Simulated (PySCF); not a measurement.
C4H17NSi3 (SMILES C[SiH2]C[C@H]([SiH3])C[SiH2]N)

Input

```
{"job": {"kind": "nmr", "xc": "PBE0", "basis": "pcSseg-1"}, "charge": 0, "multiplicity": 1}
C     -3.557055     1.109993    -0.628445
Si    -1.870945     0.291926    -0.925752
C     -1.021645    -0.061339     0.742578
C      0.077650    -1.125914     0.675994
Si     0.677107    -1.598221     2.423882
C      1.214570    -0.739479    -0.272717
Si     2.146823     0.882231     0.070709
N      3.408088     0.908908    -1.107986
H     -4.034247     1.342384    -1.575544
H     -4.228874     0.457764    -0.076717
H     -3.469136     2.038755    -0.070684
H     -2.072513    -0.974691    -1.650897
H     -1.064001     1.195561    -1.760981
H     -0.601043     0.857598     1.153493
H     -1.782434    -0.392723     1.455659
H     -0.391226    -2.029940     0.258686
H     -0.485520    -2.014043     3.214545
H      1.313301    -0.463874     3.089799
H      1.619947    -2.716338     2.324777
H      1.948895    -1.549492    -0.273934
H      0.810444    -0.695980    -1.289660
H      2.857230     0.887551     1.352762
H      1.249116     2.049159     0.006540
H      3.184460     0.687949    -2.065060
H      4.060072     1.676401    -1.084946
```

Run with:

```sh
OMP_NUM_THREADS=1 python probes_run.py task.json out
```

Geometry: GFN2-xTB.

Level of theory: PBE0/pcSseg-1, SCF density, gas phase, non-relativistic (PySCF 2.14.0).

**What will maps of the electron density and electron localisation function show?**

C–C (1.53 Å): ρ is about 1.6 e/Å³ halfway; the ELF peaks at about 0.95 between the atoms: localised, covalent bonding.
Si–N (1.73 Å): ρ is about 1.1 e/Å³ halfway; the ELF peaks at about 0.90 between the atoms; a polar covalent bond.
C–Si (1.90 Å): ρ at the midpoint is about 0.92 e/Å³; the ELF peaks at about 0.95 between the atoms: a covalent bond.
N–H (1.01 Å): the density is about 2.8 e/Å³ at the midpoint; the ELF climbs to about 1 towards the hydrogen, as it does in any bond to H: a covalent bond by its length.

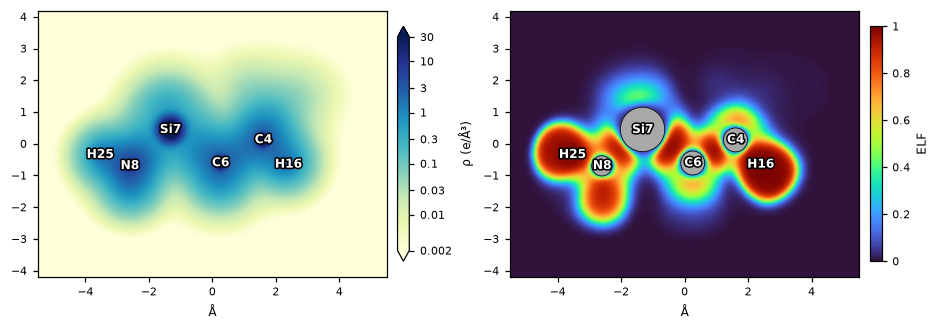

Computed electron density and electron localisation function on the plane of atoms C4, C6 and Si7, in this order. Grey discs cover the atomic cores in the ELF map. 
